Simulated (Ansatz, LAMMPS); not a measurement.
## Neighbourhoods of single atoms in aqueous Li+ and Br-, 2.6 mol of salt per kg of water at 280 K (201 atoms)

Density of this cell: 1.15 g/cm³. The cell holds 201 atoms: 65 O, 130 H, 3 Li and 3 Br. Its edges and angles: a = 12.746 Å, b = 12.746 Å, c = 12.746 Å, α = 90.0°, β = 90.0°, γ = 90.0°. 65 H2O, 3 Li+, 3 Br- placed at random, at 1.15 g/cm³; overlaps pushed apart, then 10 ps at 420 K with Joung-Cheatham ions (J. Phys. Chem. B 112, 9020 (2008)); SPC/E water (Berendsen, Grigera and Straatsma, J. Phys. Chem. 91, 6269 (1987)). Snapshot after 20 ps at 280 K and fixed volume.

Computed with Ansatz 0.2.0: Kohn-Sham DFT, PBE+D3(BJ), PAW (set soft_2), plane waves; cutoff 420 eV, Γ point, fixed occupations. Geometry: the geometry as built.

The whole cell was solved; only parts of it are printed.

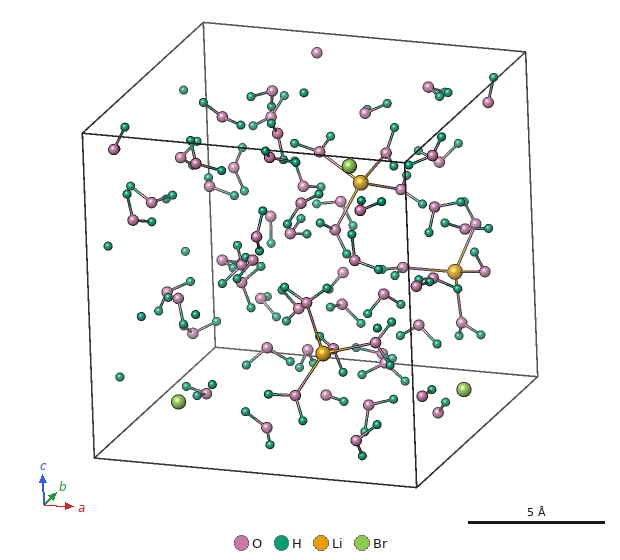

The whole cell (oxygen pink, hydrogen teal, lithium orange, bromine green). Bonds to atoms that aren't drawn are left out. Some periodic images of atoms are drawn too.

The surroundings of H51, which bears the longest force, nearest first, numbered as they follow in the input and with coordinates relative to it.

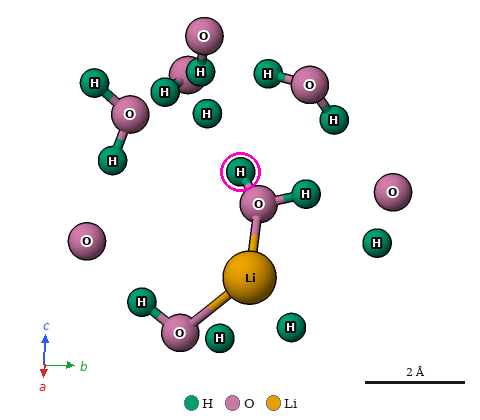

The atoms of the table, within 3.6 Å (arrows a, b, c point along x, y, z); some may hide others; the central atom is ringed.

```csv
atom,x,y,z,distance (Å),bonds,Löwdin charge (e),Fx,Fy,Fz (eV/Å)
H51,0.00,0.00,0.00,0.00,1,0.39,1.32,1.01,-0.41
O49,0.83,0.40,-0.39,1.00,3,-0.73,-0.71,0.09,0.34
H50,0.92,1.35,-0.10,1.63,1,0.40,-0.42,-0.43,0.13
O25,-1.32,1.31,1.48,2.38,2,-0.72,-0.15,-0.10,-0.32
H27,-1.84,0.46,1.50,2.42,1,0.38,0.13,0.52,-0.28
H80,-1.48,-1.61,1.13,2.46,1,0.39,-0.34,-0.35,0.35
H26,-1.58,1.84,0.67,2.52,1,0.39,-0.12,-0.43,0.85
O82,0.23,-2.29,1.19,2.59,2,-0.70,-0.31,-0.15,-0.08
H38,0.80,-0.91,2.37,2.66,1,0.40,0.77,-0.43,0.54
H84,0.55,-2.61,0.30,2.68,1,0.38,-0.14,0.01,0.54
Li197,2.46,0.28,-1.42,2.86,4,0.78,0.33,0.03,0.06
O79,-2.37,-1.16,1.22,2.91,2,-0.67,-0.51,-0.02,0.28
H114,1.63,-1.87,-2.34,3.41,1,0.38,0.38,0.20,-0.18
H44,0.46,-0.26,-3.42,3.47,1,0.38,-0.28,0.44,-0.02
H59,-1.12,2.83,-1.76,3.52,1,0.39,0.40,0.49,-0.85
O19,1.63,3.11,0.27,3.52,2,-0.72,-0.38,0.29,-0.11
O118,1.35,-3.05,-1.19,3.54,2,-0.64,0.05,-0.56,-0.13
H83,0.29,-3.05,1.85,3.57,1,0.39,-0.19,0.18,-0.40
H45,-0.31,1.18,-3.38,3.59,1,0.39,-0.03,-0.49,0.11
O37,1.22,-0.86,3.27,3.60,2,-0.67,0.13,0.57,-0.22
O112,1.90,-1.07,-2.86,3.60,3,-0.71,0.32,-0.05,-0.51
H122,-3.57,-0.74,0.01,3.65,1,0.38,-0.34,-0.02,-0.57
```

The column of bonds counts only the pairs H-O within 1.21 Å, O-Li within 2.48 Å; other neighbours, such as metal atoms beside each other in a compound, aren't counted, and periodic images can show an atom twice.

Local excerpt of 46 atoms (numbers count through the whole input) about Li198, one of the 3 Li atoms; x, y, z are measured from there.

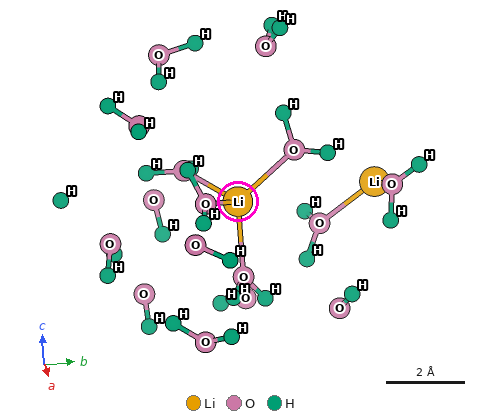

The atoms of the table, within 4.9 Å (arrows a, b, c point along x, y, z); some may hide others; the central atom is ringed.

```csv
atom,x,y,z,distance (Å),bonds,Löwdin charge (e),Fx,Fy,Fz (eV/Å)
Li198,0.00,0.00,0.00,0.00,4,0.78,0.12,-0.01,0.15
O178,1.58,-1.00,0.50,1.93,3,-0.77,-0.20,0.01,0.08
O70,0.17,0.05,-2.00,2.01,3,-0.73,0.32,0.13,-0.54
O16,-1.60,-1.20,0.44,2.05,3,-0.71,-0.18,-0.14,0.14
O28,0.31,1.50,1.39,2.07,3,-0.73,0.33,0.09,0.15
H179,1.35,-1.41,1.38,2.39,1,0.38,0.76,-0.03,-0.83
H72,1.06,-0.33,-2.26,2.52,1,0.38,-0.90,0.37,-0.05
H29,-0.03,1.29,2.31,2.64,1,0.39,0.18,0.53,-0.54
H17,-2.53,-0.94,0.19,2.70,1,0.40,0.92,-1.04,0.26
H18,-1.53,-2.20,0.47,2.72,1,0.40,-0.30,1.54,-0.14
H71,-0.18,0.63,-2.74,2.81,1,0.39,0.83,-0.50,0.66
H180,2.54,-1.18,0.28,2.81,1,0.38,-0.78,-0.31,0.68
H30,0.91,2.30,1.44,2.86,1,0.38,-1.02,-1.00,0.20
O106,-0.21,-3.35,-0.97,3.49,2,-0.66,0.24,-0.33,-0.48
H107,-1.03,-3.17,-1.51,3.66,1,0.38,1.02,0.06,-0.15
H66,-2.05,1.95,-2.35,3.68,1,0.39,-0.75,0.64,1.07
O64,-2.47,2.36,-1.53,3.75,3,-0.74,-0.07,-0.17,-0.36
H164,-0.45,-1.89,3.26,3.80,1,0.39,-1.02,0.70,0.67
H54,0.55,2.82,-2.56,3.85,1,0.39,-0.82,0.22,-1.09
H108,0.56,-3.53,-1.57,3.91,1,0.37,-1.14,0.20,0.60
H173,-3.15,-1.67,-1.73,3.97,1,0.38,-0.44,-0.69,0.65
H6,0.74,3.89,-0.57,4.00,1,0.37,-0.02,0.65,0.97
O4,0.14,4.03,0.21,4.04,3,-0.72,0.21,0.41,0.10
O52,-0.20,2.56,-3.16,4.07,2,-0.68,0.44,0.38,-0.37
O145,1.49,-2.65,2.72,4.08,2,-0.71,-0.43,-0.25,0.17
O88,-0.85,0.99,3.89,4.10,2,-0.66,-0.26,-0.22,0.43
H185,2.72,-2.10,-2.32,4.15,1,0.41,0.33,1.17,-0.56
O184,2.75,-1.28,-2.89,4.19,2,-0.68,-0.23,-0.30,0.53
Li196,-1.86,3.78,-0.31,4.22,4,0.78,0.06,0.18,0.52
O1,-1.99,-2.33,-2.96,4.26,2,-0.68,0.08,0.13,-0.23
H165,-1.47,-0.79,3.92,4.26,1,0.39,0.77,-0.79,-0.38
H65,-3.43,2.09,-1.48,4.28,1,0.38,0.90,-0.22,-0.23
O163,-1.34,-1.76,3.71,4.32,3,-0.73,0.32,-0.31,-0.22
H105,-2.50,-0.30,-3.52,4.32,1,0.39,-0.99,0.52,-0.27
O172,-3.83,-1.79,-1.01,4.35,2,-0.70,-0.27,-0.47,-0.17
H186,3.47,-0.67,-2.56,4.36,1,0.39,-0.11,-0.70,0.25
O160,4.14,-1.58,0.22,4.44,2,-0.70,0.76,0.70,-0.23
H3,-1.23,-2.32,-3.61,4.46,1,0.39,-0.50,-0.39,0.48
H24,-0.42,-4.57,0.25,4.60,1,0.38,-0.59,-0.35,-0.20
H162,4.54,-0.73,-0.14,4.60,1,0.37,-0.15,-1.35,0.16
H147,2.47,-2.77,2.88,4.70,1,0.38,-0.97,-0.28,-0.13
H89,-1.77,1.26,4.17,4.70,1,0.38,0.93,0.17,-0.02
H146,0.99,-3.39,3.17,4.74,1,0.38,1.07,0.33,-0.04
H90,-0.19,1.30,4.58,4.76,1,0.39,-0.90,-0.10,-0.37
H5,0.54,4.71,0.82,4.81,1,0.39,-0.32,-0.69,-1.04
O103,-3.17,0.43,-3.65,4.85,2,-0.68,0.47,-0.39,0.50
```

The column of bonds counts only the pairs H-O within 1.21 Å, O-Li within 2.48 Å; other neighbours, such as metal atoms beside each other in a compound, aren't counted, and periodic images can show an atom twice.

The surroundings of H45, picked at random, nearest first, numbered as they follow in the input and with coordinates relative to it.

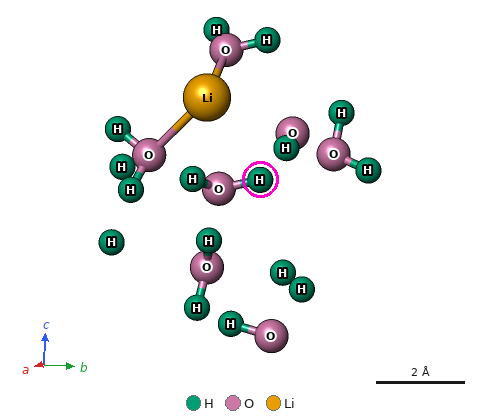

The atoms of the table, within 3.8 Å (arrows a, b, c point along x, y, z); some may hide others; the central atom is ringed.

```csv
atom,x,y,z,distance (Å),bonds,Löwdin charge (e),Fx,Fy,Fz (eV/Å)
H45,0.00,0.00,0.00,0.00,1,0.39,-0.03,-0.49,0.11
O43,-0.07,-0.96,-0.27,1.00,2,-0.73,-0.04,0.13,0.01
H44,0.77,-1.44,-0.05,1.63,1,0.38,-0.28,0.44,-0.02
O58,-0.48,1.59,0.68,1.79,2,-0.71,0.09,0.30,0.21
H48,-1.16,-1.29,-1.54,2.32,1,0.38,0.11,0.10,-0.10
H59,-0.81,1.65,1.62,2.45,1,0.39,0.40,0.49,-0.85
H60,-0.13,2.47,0.38,2.51,1,0.39,-0.46,-0.76,0.44
H191,-2.66,0.12,0.62,2.73,1,0.42,-1.22,0.37,0.14
O112,2.21,-2.24,0.52,3.19,3,-0.71,0.32,-0.05,-0.51
O46,-1.90,-1.43,-2.20,3.24,2,-0.72,-0.59,0.31,0.05
O49,1.14,-0.78,2.99,3.29,3,-0.73,-0.71,0.09,0.34
H174,1.14,-0.28,-3.28,3.48,1,0.40,0.36,1.31,-0.36
H50,1.23,0.17,3.28,3.51,1,0.40,-0.42,-0.43,0.13
Li197,2.77,-0.89,1.96,3.51,4,0.78,0.33,0.03,0.06
H51,0.31,-1.18,3.38,3.59,1,0.39,1.32,1.01,-0.41
H161,-2.84,0.19,-2.25,3.63,1,0.39,-0.26,0.24,-0.06
H168,-1.23,-3.42,0.00,3.63,1,0.41,0.39,-0.94,-0.80
H68,0.42,-3.29,-1.65,3.70,1,0.38,0.14,0.29,-0.88
O190,-3.61,0.08,0.91,3.73,2,-0.66,0.67,0.02,-0.07
H113,2.74,-2.53,-0.28,3.74,1,0.40,-0.15,0.18,0.61
H17,2.54,1.54,-2.29,3.75,1,0.40,0.92,-1.04,0.26
H114,1.94,-3.05,1.04,3.76,1,0.38,0.38,0.20,-0.18
O172,1.23,0.69,-3.49,3.76,2,-0.70,-0.27,-0.47,-0.17
H47,-1.51,-1.53,-3.12,3.79,1,0.38,0.05,0.08,0.65
```

The column of bonds counts only the pairs H-O within 1.21 Å, O-Li within 2.48 Å; other neighbours, such as metal atoms beside each other in a compound, aren't counted, and periodic images can show an atom twice.

Neighbours are counted within 1.21 Å (H-O), 2.48 Å (O-Li).

Length of the force by element and coordination:

```csv
element,coordination,atoms,mean length of the force (eV/Å),spread,least,most
Br,all,3,0.269,0.0505,0.202,0.324
H,all,130,0.956,0.316,0.173,1.71
Li,all,3,0.360,0.149,0.190,0.554
O,all,65,0.580,0.238,0.142,1.24
O,2,53,0.598,0.249,0.142,1.24
O,3,12,0.501,0.164,0.215,0.792
```

Löwdin charges by element and coordination (they lack the spilled electrons, 0.029 e an atom on average):

```csv
element,coordination,atoms,mean charge (e),spread,least,most
Br,all,3,-0.492,0.0219,-0.52,-0.467
H,all,130,0.385,0.0131,0.347,0.418
Li,all,3,0.778,0.0018,0.776,0.780
O,all,65,-0.694,0.0291,-0.783,-0.636
O,2,53,-0.685,0.0218,-0.729,-0.636
O,3,12,-0.734,0.0217,-0.783,-0.706
```

The force components of 0.51 eV/Å r.m.s. hold both thermal displacement and the mismatch between the potential that made the cell and DFT, above all in bond lengths inside molecules. The network of contacts between molecules at the start is that of the classical potential that made the cell, and needn't be the one that DFT or experiment would give. The density was typed from a rule of thumb and may lie off the real one at this temperature. Only the Γ point is sampled, in a cell whose shortest periodic width is 13 Å. The Löwdin charges lack the electrons that the projection spills, 0.029 e an atom on average.

[Logs are printed without paths, hosts, clocks, repeated set-up lines and the standing remarks that a program may print on its own settings, such as how far it seeks lower states.]

[Hosts, paths, dates, database ids (printed as entryN), source tags and the programs' standing remarks are cut or masked in the printed files.]
